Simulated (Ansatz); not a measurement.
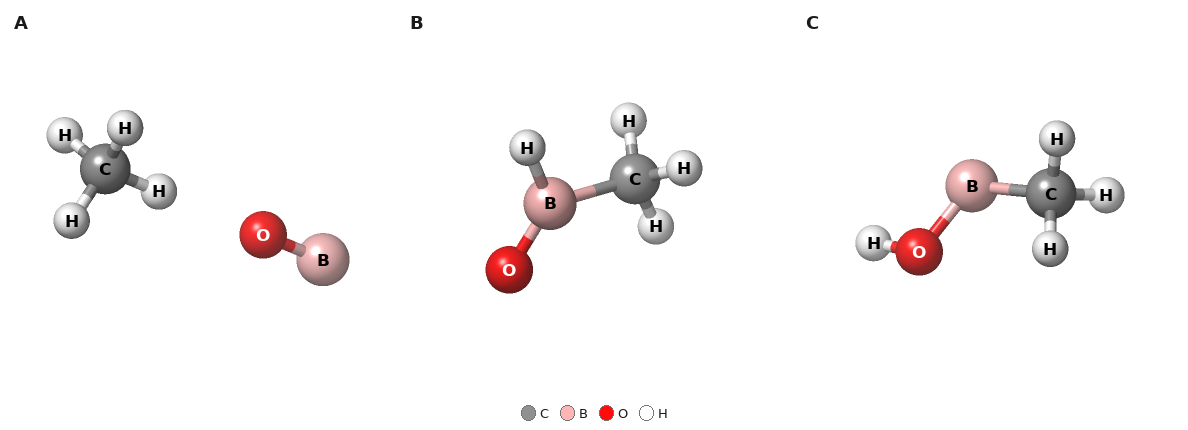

3 stationary structures of one formula. The species has charge −1 and is a spin singlet. Geometries: PBE-D4/def2-SVPD. Electronic energies: PBE-D4/def2-SVPD (Ansatz 0.2.0), without zero-point energy. No frequency run is at hand to confirm each as a minimum. Each is one conformer, not always the lowest.

Question: Which structure is the most stable?

Answer: B is lowest (Cs); A lies 0.769 eV above it, C lies 2.317 eV above it (Cs).
